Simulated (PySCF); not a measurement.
**MP2/ANO-RCC-VTZP (sfX2C) run of GeH3SCl (SMILES [SH][GeH2][Cl])**

Aim: the vertical singlet–triplet gap of GeH3SCl at MP2/ANO-RCC-VTZP (sfX2C), from 2 runs. The job is set up through a Python script.

The calculation is run with PySCF 2.14.0.

### Step 1. The molecule

GeH3SCl has 6 atoms, charge 0, and is taken as a singlet. As SMILES, `[SH][GeH2][Cl]`. The coordinates come from a PBE0-D4/def2-TZVP relaxation. This is one conformer, not always the lowest.

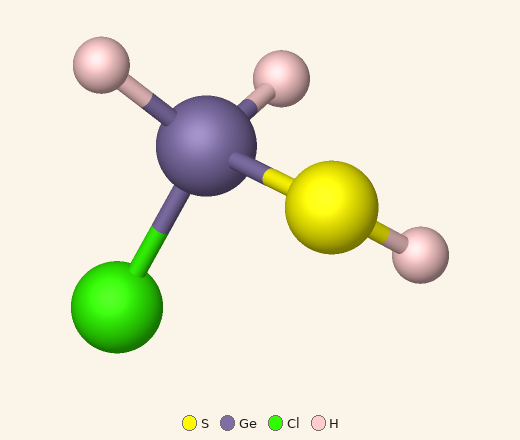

The structure, seen from a chosen angle (sulfur yellow, germanium purple, chlorine green, hydrogen pink).

### Step 2. A single-point energy at MP2/ANO-RCC-VTZP (sfX2C)

Contents of input.xyz:

```xyz
6

S     -1.173700    -1.328000    -0.086900
Ge     0.432700     0.138800     0.275500
Cl    -0.360100     2.143100     0.341600
H     -1.332800    -0.975800    -1.373400
H      1.461900     0.131100    -0.858600
H      1.014100    -0.173200     1.655700
```

Contents of job.py:

```python
from pyscf import gto, mp

mol = gto.M(
    atom='input.xyz',
    max_memory=1860,
    basis='ano-rcc-vtzp',
    verbose=3,
)

mf = mol.RHF()
mf = mf.x2c()
mf.conv_tol = 1e-10
mf.kernel()
if not mf.converged:
    mf = mf.newton().run(mf.mo_coeff, mf.mo_occ)

pt = mp.MP2(mf, frozen=19).run()
e_final = pt.e_tot
print('Final energy', e_final)
```

The run is started by

```
$ OMP_NUM_THREADS=1 python job.py
```

The log of the run:

```text
converged SCF energy = -2958.48738131171
E(RMP2) = -2959.36611112583  E_corr = -0.878729814111648
E(SCS-RMP2) = -2959.31035764058  E_corr = -0.822976328865422
Final energy -2959.3661111258257
```

It took 69 s on 1 thread of Arm Neoverse V1, shared host; peak memory 0.84 GiB.

### Step 3. The triplet

Contents of input.py:

```python
from pyscf import gto, scf, mp

mol = gto.Mole()
mol.atom = [
    ('S', (-1.173700, -1.328000, -0.086900)),
    ('Ge', (0.432700, 0.138800, 0.275500)),
    ('Cl', (-0.360100, 2.143100, 0.341600)),
    ('H', (-1.332800, -0.975800, -1.373400)),
    ('H', (1.461900, 0.131100, -0.858600)),
    ('H', (1.014100, -0.173200, 1.655700)),
]
mol.spin = 2
mol.basis = 'ano-rcc-vtzp'
mol.charge = 0
mol.max_memory = 1860
mol.verbose = 4
mol.build()

myscf = scf.UHF(mol)
myscf = myscf.x2c()
myscf.conv_tol = 1e-10
myscf.kernel()
if not myscf.converged:
    myscf = myscf.newton().run(myscf.mo_coeff, myscf.mo_occ)

pt = mp.MP2(myscf, frozen=19).run()
e_final = pt.e_tot
print('E = %.10f Eh' % e_final)
```

The run is started by

```
$ OMP_NUM_THREADS=1 python input.py
```

The log of the run:

```text
PySCF version 2.14.0

[INPUT] num. atoms = 6
[INPUT] num. electrons = 68
[INPUT] charge = 0
[INPUT] spin (= nelec alpha-beta = 2S) = 2
[INPUT] symmetry False subgroup None
[INPUT] Mole.unit = angstrom
[INPUT] Symbol           X                Y                Z      unit          X                Y                Z       unit  Magmom
[INPUT]  1 S     -1.173700000000  -1.328000000000  -0.086900000000 AA   -2.217971552402  -2.509556293422  -0.164217200225 Bohr   0.0
[INPUT]  2 Ge     0.432700000000   0.138800000000   0.275500000000 AA    0.817684494099   0.262293986090   0.520619547318 Bohr   0.0
[INPUT]  3 Cl    -0.360100000000   2.143100000000   0.341600000000 AA   -0.680490377456   4.049872057555   0.645530444151 Bohr   0.0
[INPUT]  4 H     -1.332800000000  -0.975800000000  -1.373400000000 AA   -2.518626978820  -1.843994752351  -2.595349859478 Bohr   0.0
[INPUT]  5 H      1.461900000000   0.131100000000  -0.858600000000 AA    2.762590621502   0.247743094930  -1.622518850552 Bohr   0.0
[INPUT]  6 H      1.014100000000  -0.173200000000   1.655700000000 AA    1.916371262921  -0.327300564775   3.128819544442 Bohr   0.0

nuclear repulsion = 345.738260852754
number of shells = 21
number of NR pGTOs = 478
number of NR cGTOs = 153
basis = ano-rcc-vtzp
ecp = {}

******** <class 'pyscf.x2c.sfx2c1e.sfX2C1eUHF'> ********
method = sfX2C1eUHF
initial guess = minao
damping factor = 0
level_shift factor = 0
DIIS = <class 'pyscf.scf.diis.CDIIS'>
diis_start_cycle = 1
diis_space = 8
diis_damp = 0
SCF conv_tol = 1e-10
SCF conv_tol_grad = None
SCF max_cycles = 50
direct_scf = True
direct_scf_tol = 1e-13
number electrons alpha = 35  beta = 33

******** <class 'pyscf.x2c.sfx2c1e.SpinFreeX2CHelper'> ********
[... 7 lines left out ...]
[... the frontier-level lines of each cycle are left out ...]
[... 5 lines left out ...]
[... 116 lines left out ...]
cycle= 31 E= -2958.29322177356  delta_E= -3.21e-10  |g|= 4.86e-06  |ddm|= 0.000194
cycle= 32 E= -2958.29322177381  delta_E= -2.43e-10  |g|= 4.39e-06  |ddm|= 0.000155
cycle= 33 E= -2958.29322177412  delta_E= -3.11e-10  |g|= 3.79e-06  |ddm|= 0.000207
cycle= 34 E= -2958.29322177447  delta_E= -3.55e-10  |g|= 3.07e-06  |ddm|= 0.000276
cycle= 35 E= -2958.2932217748  delta_E= -3.34e-10  |g|= 2.15e-06  |ddm|= 0.000352
cycle= 36 E= -2958.29322177492  delta_E= -1.11e-10  |g|= 1.6e-06  |ddm|= 0.000195
cycle= 37 E= -2958.29322177496  delta_E= -4.96e-11  |g|= 1.16e-06  |ddm|= 0.000141
Extra cycle  E= -2958.29322177497  delta_E= -7.28e-12  |g|= 1e-06  |ddm|= 1.2e-05
converged SCF energy = -2958.29322177497  <S^2> = 2.0302604  2S+1 = 3.0201062

******** <class 'pyscf.mp.ump2.UMP2'> ********
nocc = (np.int64(16), np.int64(14)), nmo = (134, 134)
frozen orbitals 19
E(UMP2) = -2959.1604150344  E_corr = -0.867193259429244
E(SCS-UMP2) = -2959.10161132699  E_corr = -0.808389552021962
E_corr(same-spin) = -0.267971953030535
E_corr(oppo-spin) = -0.599221306398709
E = -2959.1604150344 Eh
```

Wall time 7.8 min (1 thread of Arm Neoverse V1, shared host); peak memory 1.1 GiB.

### Step 4. Summary of results

Level: MP2/ANO-RCC-VTZP (sfX2C), 19 core orbitals frozen.

```
                                                           quantity           value
                                              singlet: total energy  -2959.36611 Eh
                      singlet: dipole moment (Hartree–Fock density)          1.84 D
                       singlet: HOMO energy (Hartree–Fock orbitals)       -10.67 eV
                       singlet: LUMO energy (Hartree–Fock orbitals)         1.29 eV
                     singlet: HOMO–LUMO gap (Hartree–Fock orbitals)        11.96 eV
              singlet: correlation energy (19 core orbitals frozen)      -878.7 mEh
                                              triplet: total energy  -2959.16042 Eh
                      triplet: dipole moment (Hartree–Fock density)          3.53 D
triplet: HOMO energy (Hartree–Fock orbitals) (highest over α and β)        -4.54 eV
 triplet: LUMO energy (Hartree–Fock orbitals) (lowest over α and β)        -1.66 eV
              triplet: correlation energy (19 core orbitals frozen)      -867.2 mEh
                         triplet: ⟨S²⟩ of the reference determinant           2.030
                   vertical energy of the triplet above the singlet        5.597 eV
```

In words: At this shape the triplet lies 5.60 eV (129 kcal/mol) above the singlet. Mulliken charges (singlet) of the mean-field density run from -0.49 on S1 to +1.35 on Ge2. Mulliken charges (triplet) of the mean-field density run from -0.51 on Cl3 to +1.10 on Ge2.
